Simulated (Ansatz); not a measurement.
Band structure of Ta2N (P-3m1, 3 atoms in the cell).

```yaml
crystal:
  lattice:
    - [3.09418, 0.00000, 0.00000]
    - [-1.54709, 2.67964, 0.00000]
    - [0.00000, 0.00000, 4.84062]
  atoms:
    - { symbol: Ta, position: [0.66667, 0.33333, 0.74529] }
    - { symbol: Ta, position: [0.33333, 0.66667, 0.25471] }
    - { symbol: N, position: [0.00000, 0.00000, 0.00000] }
```

Level of theory: PBE, PAW files (plane waves; Ansatz, a program for electronic structure).

Settings: kpoints.mp_grid.grid = 12 12 7; hamiltonian.xc = pbe; hamiltonian.pseudopotentials = {kind: paw} (an earlier, softer set of the program's PAW files); scf.occupations.method = gaussian; scf.occupations.width = 0.136 eV; kpoints.band_path.npoints = 8.

The starting cell comes from a database of computed structures (which also holds hypothetical and non-ambient phases and stackings), without a prior relaxation at this level. Its lattice was rescaled by a random factor within 2.5 % of one. Spin-orbit coupling is off. Spin polarisation is off; with an odd number of electrons in the cell that forces a metal, and a magnetic state may lie lower.

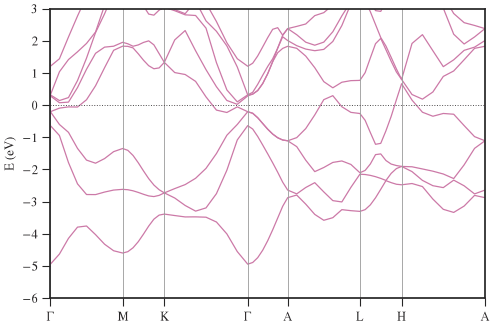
Figure. Bands along the path, energies from the Fermi level.

Levels in eV from the Fermi level, bands 13 to 19:
| point | 13 | 14 | 15 | 16 | 17 | 18 | 19 |
|---|---|---|---|---|---|---|---|
| Γ | -4.94 | -0.64 | -0.21 | -0.21 | 0.28 | 0.32 | 0.32 |
| M | -4.60 | -2.62 | -1.35 | 1.83 | 1.95 | 3.82 | 4.12 |
| K | -3.39 | -2.73 | -2.73 | 1.33 | 1.33 | 3.04 | 3.56 |
| A | -2.88 | -2.64 | -1.11 | -1.11 | 1.83 | 2.01 | 2.38 |
| L | -3.30 | -2.15 | -2.10 | -0.26 | 0.77 | 3.39 | 3.62 |
| H | -2.48 | -1.91 | -1.91 | 0.66 | 0.80 | 0.80 | 4.10 |

Bands cross the Fermi level along this path, so the cell is metallic at this level.

Keys are those of Ansatz 0.2.
